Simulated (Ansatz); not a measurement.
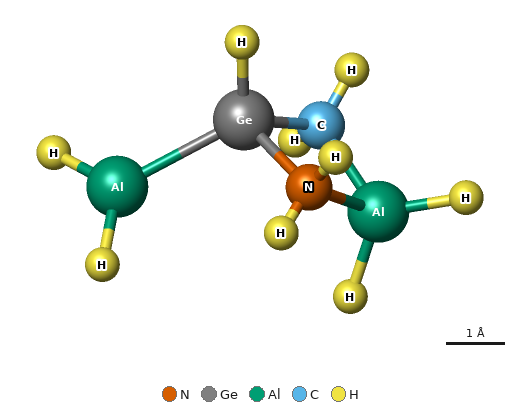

Fig. 1: The input geometry (ball-and-stick view, seen at a tilt). Sticks mark near contacts.

## Run report: CH9Al2GeN, nudged elastic band (part 1 of 2)

System: CH9Al2GeN.
Method: RKS B3LYP-D4/def2-SVP (Ansatz 0.2.0).

The run did not end well. It belongs to a series of runs on one base structure; here: band between the two ends.

### The input
```yaml
crystal:
  periodic: [false, false, false]
  atoms:
    - { symbol: "N", position_ang: [-0.624257, 1.145491, -0.691031] }
    - { symbol: Ge, position_ang: [-0.484335, -0.015836, 0.923702] }
    - { symbol: Al, position_ang: [1.574496, 0.680822, 2.135589] }
    - { symbol: C, position_ang: [-0.441027, -1.613402, -0.206266] }
    - { symbol: Al, position_ang: [-0.187628, -0.479681, -1.876468] }
    - { symbol: H, position_ang: [-1.560991, 1.535277, -0.81777] }
    - { symbol: H, position_ang: [0.025374, 1.933266, -0.731322] }
    - { symbol: H, position_ang: [-1.831231, 0.250036, 1.650815] }
    - { symbol: H, position_ang: [2.069585, -0.129975, 3.404616] }
    - { symbol: H, position_ang: [2.387844, 1.934063, 1.597425] }
    - { symbol: H, position_ang: [0.384137, -2.293743, 0.05535] }
    - { symbol: H, position_ang: [-1.389346, -2.169488, -0.131367] }
    - { symbol: H, position_ang: [1.353568, -0.24986, -2.254496] }
    - { symbol: H, position_ang: [-1.289189, -0.556269, -3.029977] }
basis:
  gaussian: { orbitals: def2-SVP }
hamiltonian:
  xc: b3lyp
  dispersion: d4
neb:
  order_check: false
  images: 7
  f_tol: 0.05
  max_iterations: 24
  final_atoms:
    - { symbol: "N", position_ang: [-0.68190068, 1.42894328, 0.49292472] }
    - { symbol: Ge, position_ang: [-0.78876051, -0.54426434, 1.27213469] }
    - { symbol: Al, position_ang: [1.0754288, 1.0035365, 1.1888909] }
    - { symbol: C, position_ang: [-0.57821223, -1.53296244, -0.40936709] }
    - { symbol: Al, position_ang: [0.89115988, -0.66952566, -1.46732621] }
    - { symbol: H, position_ang: [-1.28092596, 2.07667896, 1.00688519] }
    - { symbol: H, position_ang: [-0.85558596, 1.54957985, -0.50868947] }
    - { symbol: H, position_ang: [-2.22023748, -0.54471791, 1.88341659] }
    - { symbol: H, position_ang: [1.92173301, 1.99216167, 2.07291382] }
    - { symbol: H, position_ang: [1.78071275, 0.29446299, -0.12149489] }
    - { symbol: H, position_ang: [-0.29108208, -2.56690411, -0.14850678] }
    - { symbol: H, position_ang: [-1.52879695, -1.57573938, -0.96875524] }
    - { symbol: H, position_ang: [2.12791669, -1.54435987, -1.94744717] }
    - { symbol: H, position_ang: [0.41555073, 0.60381145, -2.31677906] }
  initial_path:
    images:
      - { positions_ang: [[-0.624257, 1.145491, -0.691031], [-0.484335, -0.015836, 0.923702], [1.574496, 0.680822, 2.135589], [-0.441027, -1.613402, -0.206266], [-0.187628, -0.479681, -1.876468], [-1.560991, 1.535277, -0.81777], [0.025374, 1.933266, -0.731322], [-1.831231, 0.250036, 1.650815], [2.069585, -0.129975, 3.404616], [2.387844, 1.934063, 1.597425], [0.384137, -2.293743, 0.05535], [-1.389346, -2.169488, -0.131367], [1.353568, -0.24986, -2.254496], [-1.289189, -0.556269, -3.029977]] }
      - { positions_ang: [[-0.81424448, 1.24880069, -0.48486443], [-0.52307818, 0.01669707, 0.92299594], [1.56779291, 0.69110161, 2.03610836], [-0.44295254, -1.5441592, -0.24311151], [-0.01216858, -0.56268243, -1.90338856], [-1.74449747, 1.46874642, -0.70452682], [-0.17000664, 1.9343399, -0.70305654], [-1.73958765, 0.10859787, 1.76768336], [2.030084, 0.05832105, 3.39154845], [2.46635899, 1.75615067, 1.38609123], [0.28103628, -2.27426107, 0.07929043], [-1.42375975, -2.03728319, -0.25893667], [1.47383149, -0.57852908, -2.27053545], [-0.96180839, -0.31513932, -2.98649777]] }
      - { positions_ang: [[-1.00423197, 1.35211038, -0.27869787], [-0.56182135, 0.04923014, 0.92228988], [1.56108982, 0.70138122, 1.93662772], [-0.44487808, -1.4749164, -0.27995702], [0.16329085, -0.64568386, -1.93030913], [-1.92800393, 1.40221584, -0.59128365], [-0.36538728, 1.93541381, -0.67479109], [-1.6479443, -0.03284027, 1.88455172], [1.990583, 0.2466171, 3.37848091], [2.54487399, 1.57823835, 1.17475747], [0.17793555, -2.25477913, 0.10323086], [-1.4581735, -1.90507838, -0.38650635], [1.59409497, -0.90719815, -2.2865749], [-0.63442777, -0.07400964, -2.94301854]] }
      - { positions_ang: [[-1.19421945, 1.45542007, -0.0725313], [-0.60056453, 0.08176321, 0.92158382], [1.55438673, 0.71166083, 1.83714707], [-0.44680362, -1.4056736, -0.31680253], [0.33875027, -0.72868529, -1.95722969], [-2.1115104, 1.33568526, -0.47804047], [-0.56076792, 1.93648771, -0.64652563], [-1.55630094, -0.1742784, 2.00142008], [1.95108199, 0.43491315, 3.36541336], [2.62338898, 1.40032602, 0.9634237], [0.07483483, -2.2352972, 0.12717129], [-1.49258725, -1.77287357, -0.51407602], [1.71435846, -1.23586723, -2.30261435], [-0.30704716, 0.16712004, -2.89953932]] }
      - { positions_ang: [[-1.38420694, 1.55872976, 0.13363526], [-0.6393077, 0.11429628, 0.92087776], [1.54768364, 0.72194045, 1.73766643], [-0.44872916, -1.3364308, -0.35364804], [0.5142097, -0.81168673, -1.98415026], [-2.29501687, 1.26915468, -0.3647973], [-0.75614856, 1.93756161, -0.61826018], [-1.46465759, -0.31571654, 2.11828844], [1.91158099, 0.6232092, 3.35234581], [2.70190397, 1.22241369, 0.75208993], [-0.0282659, -2.21581526, 0.15111172], [-1.527001, -1.64066876, -0.6416457], [1.83462194, -1.56453631, -2.3186538], [0.02033346, 0.40824972, -2.85606009]] }
      - { positions_ang: [[-1.20863037, 1.52628314, 0.22345763], [-0.67667091, -0.05034388, 1.00869199], [1.42961993, 0.79233946, 1.60047255], [-0.48109993, -1.38556371, -0.36757781], [0.60844724, -0.77614646, -1.85494425], [-2.04149414, 1.47103575, -0.02187667], [-0.78100791, 1.84056617, -0.5908675], [-1.65355256, -0.37296688, 2.05957048], [1.914119, 0.96544732, 3.03248781], [2.47160617, 0.99042602, 0.53369373], [-0.09396994, -2.30358747, 0.0762071], [-1.52744998, -1.62443642, -0.72342308], [1.90794563, -1.5594922, -2.22585214], [0.11913778, 0.45714015, -2.72123983]] }
      - { positions_ang: [[-1.03305381, 1.49383652, 0.31327999], [-0.71403411, -0.21498403, 1.09650623], [1.31155622, 0.86273847, 1.46327866], [-0.5134707, -1.43469662, -0.38150757], [0.70268479, -0.74060619, -1.72573823], [-1.78797141, 1.67291682, 0.32104395], [-0.80586726, 1.74357073, -0.56347482], [-1.84244754, -0.43021722, 2.00085252], [1.916657, 1.30768544, 2.71262982], [2.24130836, 0.75843834, 0.31529752], [-0.15967399, -2.39135969, 0.00130247], [-1.52789897, -1.60820407, -0.80520047], [1.98126931, -1.55444809, -2.13305049], [0.21794209, 0.50603058, -2.58641957]] }
      - { positions_ang: [[-0.85747724, 1.4613899, 0.40310236], [-0.75139731, -0.37962419, 1.18432046], [1.19349251, 0.93313749, 1.32608478], [-0.54584146, -1.48382953, -0.39543733], [0.79692233, -0.70506593, -1.59653222], [-1.53444868, 1.87479789, 0.66396457], [-0.83072661, 1.64657529, -0.53608215], [-2.03134251, -0.48746757, 1.94213455], [1.91919501, 1.64992355, 2.39277182], [2.01101056, 0.52645067, 0.09690131], [-0.22537804, -2.4791319, -0.07360216], [-1.52834796, -1.59197172, -0.88697785], [2.054593, -1.54940398, -2.04024883], [0.31674641, 0.55492102, -2.45159931]] }
      - { positions_ang: [[-0.68190068, 1.42894328, 0.49292472], [-0.78876051, -0.54426434, 1.27213469], [1.0754288, 1.0035365, 1.1888909], [-0.57821223, -1.53296244, -0.40936709], [0.89115988, -0.66952566, -1.46732621], [-1.28092596, 2.07667896, 1.00688519], [-0.85558596, 1.54957985, -0.50868947], [-2.22023748, -0.54471791, 1.88341659], [1.92173301, 1.99216167, 2.07291382], [1.78071275, 0.29446299, -0.12149489], [-0.29108208, -2.56690411, -0.14850678], [-1.52879695, -1.57573938, -0.96875524], [2.12791669, -1.54435987, -1.94744717], [0.41555073, 0.60381145, -2.31677906]] }
```

Command:
```bash
ansatz run input.yaml --threads 2 --pin off --max-ram 3072MiB --backend cpu --events-out ev --progress --plain --runs-dir out
```

### Log
```
Engine: ansatz 0.2.0, x86_64-unknown-linux-gnu
Functional definition: B3LYP
  parameter a0 = 0.2
  parameter ax = 0.72
  parameter ac = 0.81
  exchange = (1 - a0 - ax)*slater_x + ax*b88_x + a0*exact_x
  correlation = (1 - ac)*vwn_rpa_c + ac*lyp_c
1491 factors; integrals over basis functions are off by at most 4.3e-4 eV
mean field evaluation 1: about -72363.7238 eV, gradient 7.3e1 eV
mean field evaluation 2: about -72303.8047 eV, gradient 1.3e2 eV
mean field evaluation 4: about -72375.5516 eV, gradient 9.3e0 eV
mean field evaluation 8: about -72375.7396 eV, gradient 3.4e-1 eV
mean field evaluation 16: about -72375.7398 eV, gradient 3.5e-5 eV
mean field -72375.73981503 eV, -2659.7593801641 hartree, gradient 3.5e-5 eV, S^2 0.000000; 0 other end points of the search recorded, 0 dependent functions left out
the calculation of the forces begins
reference -72375.74015328 eV, -2659.7593925944 hartree; 40, 40 occupied and 101, 101 virtual orbitals, 1491 factors
1491 factors; integrals over basis functions are off by at most 8.6e-4 eV
mean field evaluation 32: about -72375.7950 eV, gradient 1.5e-5 eV
mean field -72375.79504033 eV, -2659.7614096564 hartree, gradient 1.5e-5 eV, S^2 0.000000; 0 other end points of the search recorded, 0 dependent functions left out
[... from here on the field's lines of each further geometry are left out, up to the last ...]
NEB iter   1: max|band force component| = 2.432e1 eV/Å  barrier→ = 4.2391 eV  barrier← = 4.3456 eV  Δτ_max = 0.1995 Å  (239 SCF iters)
NEB iter   2: max|band force component| = 1.287e0 eV/Å  barrier→ = 1.2139 eV  barrier← = 1.3205 eV  Δτ_max = 0.1989 Å  (200 SCF iters)
NEB iter   3: max|band force component| = 1.114e0 eV/Å  barrier→ = 1.1515 eV  barrier← = 1.2580 eV  Δτ_max = 0.2000 Å  (192 SCF iters)
NEB iter   4: max|band force component| = 1.055e0 eV/Å  barrier→ = 1.1396 eV  barrier← = 1.2461 eV  Δτ_max = 0.1255 Å  (191 SCF iters)
NEB iter   5: max|band force component| = 2.676e-1 eV/Å  barrier→ = 1.1352 eV  barrier← = 1.2418 eV  CI = image 4  Δτ_max = 0.1261 Å  (177 SCF iters)
NEB iter   6: max|band force component| = 2.207e-1 eV/Å  barrier→ = 1.1316 eV  barrier← = 1.2381 eV  CI = image 4  Δτ_max = 0.2000 Å  (184 SCF iters)
NEB iter   7: max|band force component| = 6.387e-1 eV/Å  barrier→ = 1.1295 eV  barrier← = 1.2361 eV  CI = image 4  Δτ_max = 0.1002 Å  (185 SCF iters)
NEB iter   8: max|band force component| = 2.622e-1 eV/Å  barrier→ = 1.1281 eV  barrier← = 1.2346 eV  CI = image 4  Δτ_max = 0.1995 Å  (180 SCF iters)
NEB iter   9: max|band force component| = 7.239e-1 eV/Å  barrier→ = 1.1265 eV  barrier← = 1.2331 eV  CI = image 4  Δτ_max = 0.1003 Å  (183 SCF iters)
NEB iter  10: max|band force component| = 1.635e-1 eV/Å  barrier→ = 1.1249 eV  barrier← = 1.2314 eV  CI = image 4  Δτ_max = 0.0870 Å  (178 SCF iters)
NEB iter  11: max|band force component| = 1.217e-1 eV/Å  barrier→ = 1.1236 eV  barrier← = 1.2302 eV  CI = image 4  Δτ_max = 0.0805 Å  (178 SCF iters)
NEB iter  12: max|band force component| = 8.973e-2 eV/Å  barrier→ = 1.1225 eV  barrier← = 1.2291 eV  CI = image 4  Δτ_max = 0.1326 Å  (177 SCF iters)
NEB iter  13: max|band force component| = 8.570e-2 eV/Å  barrier→ = 1.1216 eV  barrier← = 1.2282 eV  CI = image 4  Δτ_max = 0.0663 Å  (173 SCF iters)
NEB iter  14: max|band force component| = 7.452e-2 eV/Å  barrier→ = 1.1211 eV  barrier← = 1.2277 eV  CI = image 4  Δτ_max = 0.0662 Å  (170 SCF iters)
NEB iter  15: max|band force component| = 8.783e-2 eV/Å  barrier→ = 1.1209 eV  barrier← = 1.2275 eV  CI = image 4  Δτ_max = 0.0332 Å  (173 SCF iters)
NEB iter  16: max|band force component| = 8.141e-2 eV/Å  barrier→ = 1.1208 eV  barrier← = 1.2273 eV  CI = image 4  Δτ_max = 0.0335 Å  (171 SCF iters)
NEB iter  17: max|band force component| = 1.002e-1 eV/Å  barrier→ = 1.1206 eV  barrier← = 1.2271 eV  CI = image 4  Δτ_max = 0.0334 Å  (170 SCF iters)
NEB iter  18: max|band force component| = 1.045e-1 eV/Å  barrier→ = 1.1206 eV  barrier← = 1.2272 eV  CI = image 4  Δτ_max = 0.0332 Å  (173 SCF iters)
NEB iter  19: max|band force component| = 1.547e-1 eV/Å  barrier→ = 1.1205 eV  barrier← = 1.2271 eV  CI = image 4  Δτ_max = 0.0334 Å  (170 SCF iters)
NEB iter  20: max|band force component| = 2.539e-1 eV/Å  barrier→ = 1.1202 eV  barrier← = 1.2268 eV  CI = image 4  Δτ_max = 0.0332 Å  (167 SCF iters)
NEB iter  21: max|band force component| = 2.938e-1 eV/Å  barrier→ = 1.1200 eV  barrier← = 1.2265 eV  CI = image 4  Δτ_max = 0.0661 Å  (165 SCF iters)
NEB iter  22: max|band force component| = 3.961e-1 eV/Å  barrier→ = 1.1198 eV  barrier← = 1.2264 eV  CI = image 4  Δτ_max = 0.1336 Å  (167 SCF iters)
NEB iter  23: max|band force component| = 5.998e-1 eV/Å  barrier→ = 1.1185 eV  barrier← = 1.2250 eV  CI = image 4  Δτ_max = 0.1869 Å  (183 SCF iters)
the calculation of the forces begins
reference -72375.44737884 eV, -2659.7486333322 hartree; 40, 40 occupied and 101, 101 virtual orbitals, 1491 factors
these checks for a lower state are left out or cut short: starts, cluster_reference, orbital_swaps, neighbouring_geometries, increment
1491 factors; integrals over basis functions are off by at most 6.7e-4 eV
mean field -72375.53691749 eV, -2659.7519238170 hartree, gradient 2.2e-5 eV, S^2 0.000000; 0 other end points of the search recorded, 0 dependent functions left out
the calculation of the forces begins
reference -72375.53724455 eV, -2659.7519358361 hartree; 40, 40 occupied and 101, 101 virtual orbitals, 1491 factors
NEB iter  24: max|band force component| = 5.010e-1 eV/Å  barrier→ = 1.1176 eV  barrier← = 1.2241 eV  CI = image 4  Δτ_max = 0.1803 Å  (174 SCF iters)
```

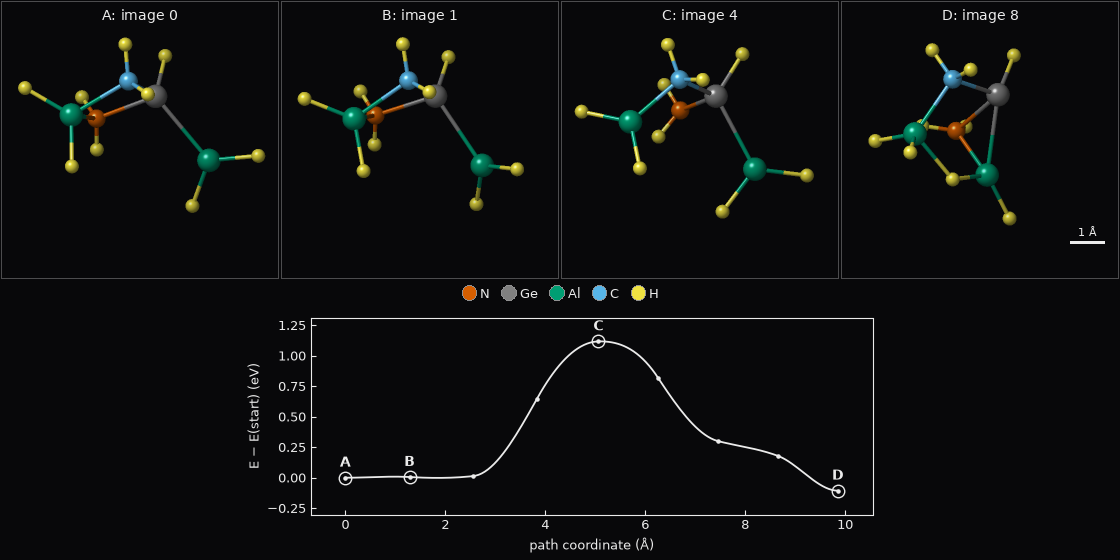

Fig. 2: Images of the last band (counted from 0; ball-and-stick, seen at a tilt) above the energy along the path; the line is a cubic interpolation that uses the forces. The highest image is number 4, 1.118 eV above the start and 1.224 eV above the end (the climbing image); the end lies 0.107 eV below the start. The path is 9.86 Å long. The band had not converged after 24 iterations.
